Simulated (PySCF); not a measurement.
**CH6AlF2N (SMILES [NH3+][AlH2-][CH](F)F) at MP2/STO-3G**

What is the vertical singlet–triplet gap of CH6AlF2N at MP2/STO-3G? The job is set up through a Python script.

The calculation is run with PySCF 2.14.0.

### 1 The molecule

CH6AlF2N has 11 atoms, charge 0, and is taken as a singlet. As SMILES, `[NH3+][AlH2-][CH](F)F`. Geometry: a GFN2-xTB relaxation, a rough one for these elements and not checked as a minimum. This is one conformer, not always the lowest.

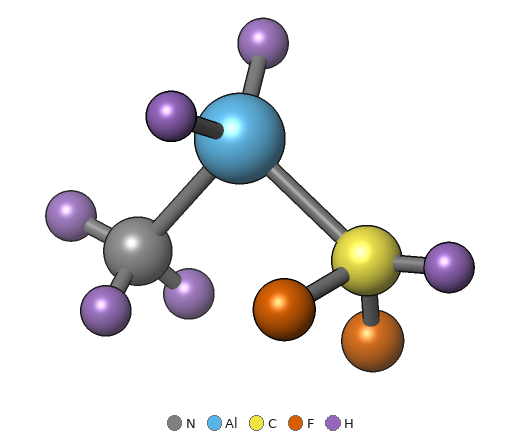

The structure, seen from a chosen angle (nitrogen grey, aluminium blue, carbon yellow, fluorine orange, hydrogen purple).

### 2 The energy at MP2/STO-3G

input.py

```python
from pyscf import gto, scf, mp

system = gto.Mole()
system.atom = '''
N   -1.180970   0.283750   0.752160
Al   0.862280   0.259080   0.668560
C    0.826330  -0.282230  -1.320420
F    0.354840  -1.503810  -0.764210
F   -0.269230   0.170790  -2.032860
H   -1.527360  -0.676650   0.732860
H   -1.520620   0.746270  -0.093620
H   -1.588810   0.755250   1.555840
H    1.243990  -0.898560   1.617320
H    1.234330   1.728830   0.959800
H    1.565220  -0.582740  -2.075440
'''
system.max_memory = 1860
system.charge = 0
system.basis = 'sto-3g'
system.verbose = 3
system.build()

myscf = scf.RHF(system)
myscf.conv_tol = 1e-10
myscf.kernel()
if not myscf.converged:
    myscf = myscf.newton().run(myscf.mo_coeff, myscf.mo_occ)

pt = mp.MP2(myscf, frozen=9).run()
etot = pt.e_tot
print('E = %.10f Eh' % etot)
```

Run with:

```console
$ OMP_NUM_THREADS=1 python input.py
```

Output:

```text
converged SCF energy = -529.724668860338
E(RMP2) = -529.888586715061  E_corr = -0.163917854723434
E(SCS-RMP2) = -529.906273831749  E_corr = -0.181604971411588
E = -529.8885867151 Eh
```

Run time: 1 s. Hardware: 1 thread of Arm Neoverse V1, shared host; peak memory 0.12 GiB.

### 3 The triplet, same level

calc.py

```python
from pyscf import gto, scf, mp

molecule = gto.Mole()
molecule.atom = '''
N     -2.231710     0.536210     1.421376
Al     1.629473     0.489590     1.263395
C      1.561537    -0.533337    -2.495232
F      0.670550    -2.841789    -1.444148
F     -0.508771     0.322746    -3.841549
H     -2.886292    -1.278683     1.384905
H     -2.873555     1.410246    -0.176916
H     -3.002416     1.427216     2.940111
H      2.350800    -1.698032     3.056292
H      2.332546     3.267015     1.813759
H      2.957837    -1.101219    -3.922013
'''
molecule.spin = 2
molecule.basis = 'sto-3g'
molecule.verbose = 3
molecule.unit = 'bohr'
molecule.max_memory = 1860
molecule.charge = 0
molecule.build()

mf = scf.UHF(molecule)
mf.conv_tol = 1e-10
mf.kernel()
if not mf.converged:
    mf = mf.newton().run(mf.mo_coeff, mf.mo_occ)

pt = mp.MP2(mf, frozen=9).run()
energy = pt.e_tot
print(f'total energy: {energy:.8f} hartree')
```

Run with:

```console
$ OMP_NUM_THREADS=1 python calc.py
```

Output:

```text
WARN: HOMO 0.219585191576956 >= LUMO -0.25587107983159

converged SCF energy = -529.40846288446  <S^2> = 2.0156522  2S+1 = 3.0104167
E(UMP2) = -529.569408914534  E_corr = -0.160946030073804
E(SCS-UMP2) = -529.581212856062  E_corr = -0.172749971602153
total energy: -529.56940891 hartree
```

It took 1.1 s on 1 thread of Arm Neoverse V1, shared host; peak memory 0.12 GiB.

### 4 What came out

Level: MP2/STO-3G, 9 core orbitals frozen.

| quantity | value |
| --- | --- |
| singlet: total energy | -529.88859 Eh |
| singlet: dipole moment (Hartree–Fock density) | 4.78 D |
| singlet: HOMO energy (Hartree–Fock orbitals) | -6.45 eV |
| singlet: LUMO energy (Hartree–Fock orbitals) | 12.91 eV |
| singlet: HOMO–LUMO gap (Hartree–Fock orbitals) | 19.36 eV |
| singlet: correlation energy (9 core orbitals frozen) | -163.9 mEh |
| triplet: total energy | -529.56941 Eh |
| triplet: dipole moment (Hartree–Fock density) | 4.67 D |
| triplet: correlation energy (9 core orbitals frozen) | -160.9 mEh |
| triplet: ⟨S²⟩ of the reference determinant | 2.016 |
| vertical energy of the triplet above the singlet | 8.685 eV |

At this shape the triplet lies 8.69 eV (838 kJ/mol) above the singlet. In a minimal basis such a difference can be off by several eV, whatever the method. Mulliken charges (triplet) of the mean-field density run from -0.50 on N1 to +0.78 on Al2.
